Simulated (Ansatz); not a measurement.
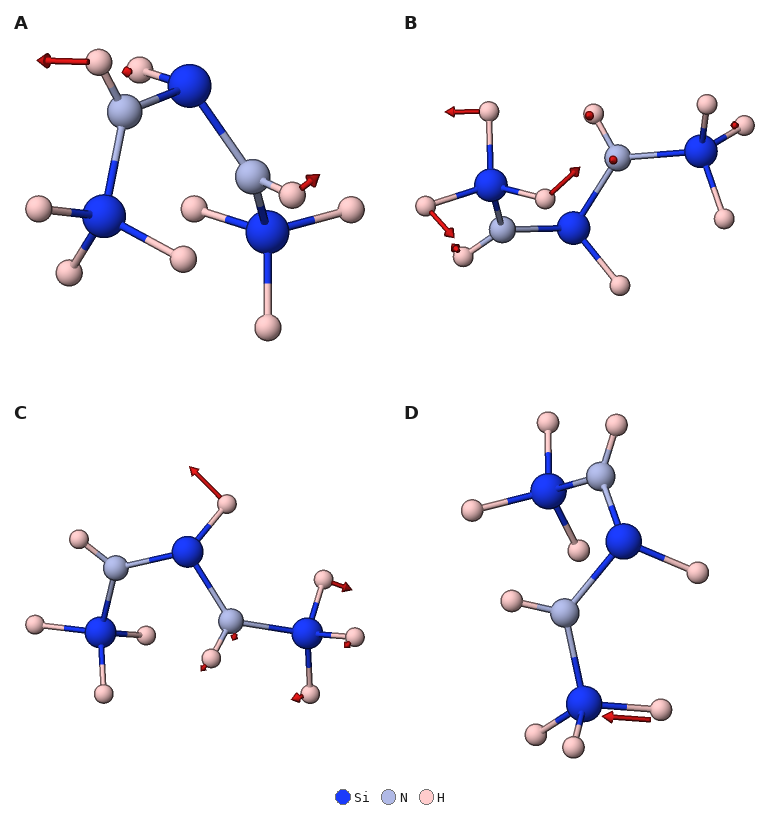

4 normal modes of one molecule or complex, as arrows. The species is neutral and a spin doublet. Harmonic vibrations computed with UKS PBE0-D4/def2-TZVP (Ansatz 0.2.0) at a stationary point of the same level.

### Match the panels to the wavenumbers 139 cm⁻¹, 338 cm⁻¹, 827 cm⁻¹, 2250 cm⁻¹.

A: 338 cm⁻¹, a torsion or out-of-plane motion in which bond lengths and bond angles hardly change
B: 139 cm⁻¹, a torsion or out-of-plane motion in which bond lengths and bond angles hardly change
C: 827 cm⁻¹, H–Si–N bending
D: 2250 cm⁻¹, Si–H stretching
